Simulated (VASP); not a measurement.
Consider the following.

```
CdZnS2
1.0
    3.88163     0.00000     0.00000
    0.00000     3.88163     0.00000
    0.00000     0.00000     5.59545
Zn Cd S
1 1 2
Direct
  0.00000   0.00000   0.50000
  0.50000   0.50000   0.00000
  0.50000   0.00000   0.27613
  0.00000   0.50000   0.72387
```

Method: LDA (Ceperley-Alder, Perdew-Zunger), VASP's LDA PAW potentials (set 64) (plane waves; VASP 6.6.1). Numerical set-up: 400 eV cut-off, 7×7×5 Γ-centred mesh, tetrahedra with Blöchl corrections, potentials Zn Cd S.

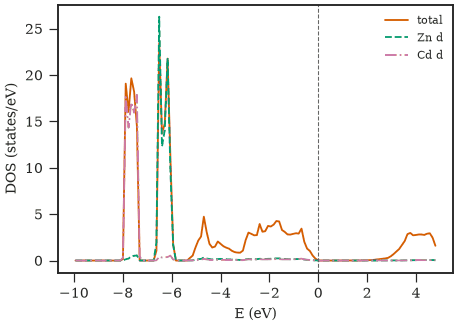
Fig. 1. Total and projected density of states, zero at the valence-band maximum

Within 2 eV below the valence-band maximum the largest weight inside VASP's projection spheres is S p.

The gap is direct, 1.38 eV, from the valence maximum at Γ to the conduction minimum at Γ.

The structure comes from a computed database's ZnCdS2 entry (P-4m2); how it stands against other phases isn't given here. It was relaxed first, which changed the volume by -6 %.
